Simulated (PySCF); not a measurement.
## Electronic structure of C$_{5}$H$_{2}$N$_{2}$O$_{2}$Se in real space

```xyz
12

N     1.1605    2.9399    0.9148
C     1.0463    1.8731    0.5110
C     0.9246    0.5675    0.0078
C     2.0021   -0.1760   -0.5566
N     1.7632   -1.3710   -0.9911
Se    0.0630   -1.8427   -0.7753
C    -0.2445   -0.1692   -0.0130
O    -1.4408    0.2646    0.4581
C    -2.4747   -0.5611    0.3670
O    -2.4316   -1.6630   -0.1036
H     3.0018    0.2217   -0.6317
H    -3.3687   -0.0846    0.7867
```

Geometry: GFN2-xTB.

Method: PySCF 2.14.0, wB97X-D/def2-SVPD, SCF density, gas phase.

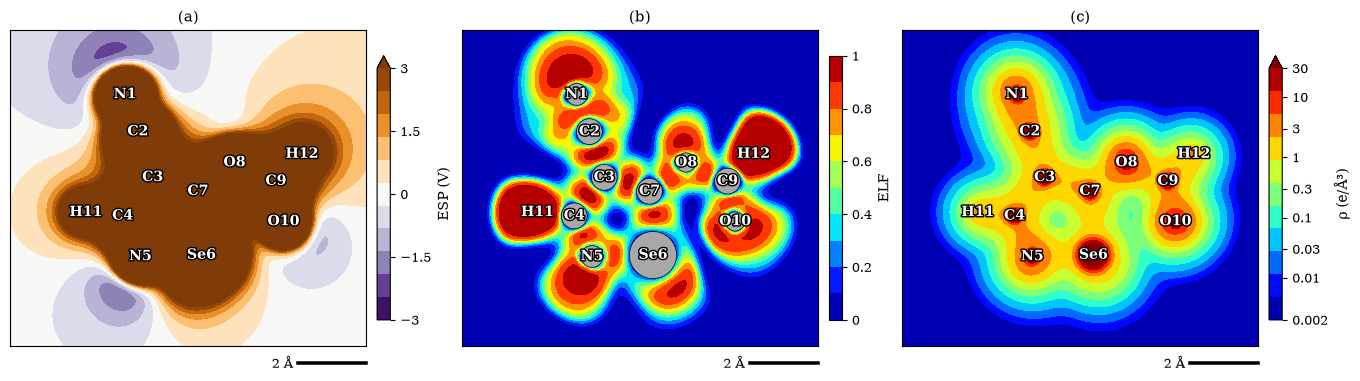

Figure 1. (a) molecular electrostatic potential; (b) ELF; (c) electron density on the molecular plane. Grey discs cover the atomic cores in the ELF map.

**Interpret the plot.**

The section cuts through N, C, Se, O and H sites.
C–N (1.15 Å): ρ is about 3.6 e/Å³ halfway; the ELF peaks at about 0.90 between the atoms; a multiple bond.
C–O (1.20 Å): the density is about 3.4 e/Å³ at the midpoint; the ELF peaks at about 0.85 between the atoms (a short, multiple covalent bond).
C–C (1.38 Å): ρ at the midpoint is about 2.1 e/Å³; the ELF peaks at about 0.95 between the atoms; localised, covalent bonding.
Se–N (1.78 Å): ρ is about 1.3 e/Å³ halfway; the ELF peaks at about 0.85 between the atoms: a covalent bond.
C–Se (1.86 Å): ρ at the midpoint is about 1.2 e/Å³; the ELF peaks at about 0.90 between the atoms; localised, covalent bonding.
The ELF also peaks beside Se6, N5, O10, O8 and N1, away from the bonds: lone-pair regions.
Outside the dense part of the molecule the potential is most negative (−2.1 V) near N1.

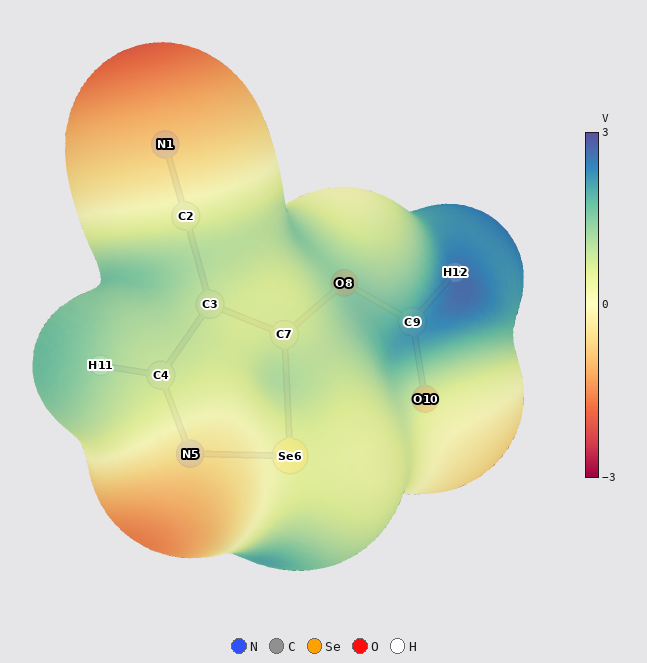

Figure 2. The electrostatic potential painted on the density surface at 0.004 e/bohr³, seen at a tilt; the colour scale runs from red (negative) to blue (positive).

**Which sites attract a positive test charge, and which a negative one?**

A positive charge is drawn to the negative regions and a negative charge to the positive ones. The most negative region (about −1.9 V) lies over N1, the most positive (about +2.7 V) over C9 and H12. N1 is the likeliest acceptor of a hydrogen bond.

**How polar is the molecule by this calculation?**

Its dipole moment is 3.13 D.
